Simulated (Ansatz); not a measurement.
Take the following structure.

```cif
data_structure
_symmetry_space_group_name_H-M 'P 63/m m c'
_symmetry_Int_Tables_number 194
_cell_length_a 2.9654
_cell_length_b 2.9654
_cell_length_c 5.4827
_cell_angle_alpha 90.000
_cell_angle_beta 90.000
_cell_angle_gamma 120.000
_cell_volume 41.75
loop_
_atom_site_label
_atom_site_type_symbol
_atom_site_symmetry_multiplicity
_atom_site_Wyckoff_symbol
_atom_site_fract_x
_atom_site_fract_y
_atom_site_fract_z
_atom_site_occupancy
Cd1 Cd 2 d 0.33333 0.66667 0.75000 1
```

Q: Say what kind of structure these coordinates give.

A: The element is cadmium. It is primitive hexagonal, space group P6_3/mmc (No. 194). Type of structure: hexagonal close-packed (Mg type). The cell holds two atoms. The Cd atoms are each bonded to twelve Cd in a distorted anticuboctahedral arrangement at 2.97 to 3.23 Å. The bonds build a three-dimensional framework.

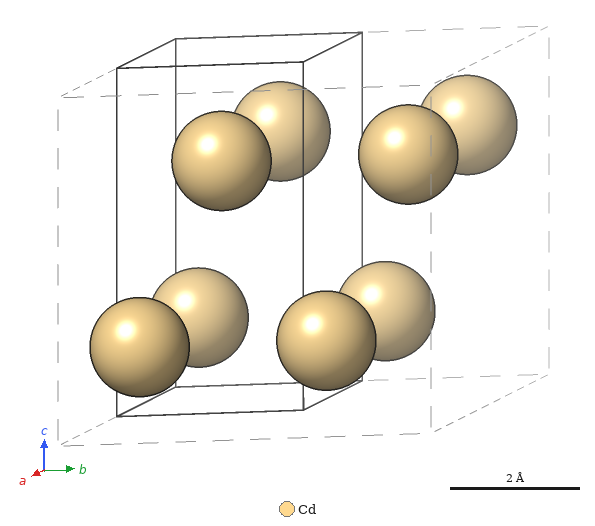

Spheres-only drawing of the structure, looking slightly off an axis. The structure is repeated 2×2×1 times; solid lines mark one conventional unit cell. Colours: cadmium orange.

Source of the structure: the standard structure of this element. What is shown is the relaxed result from Ansatz 0.2.0, DFT PBEsol, scalar-relativistic, plane waves, PAW.
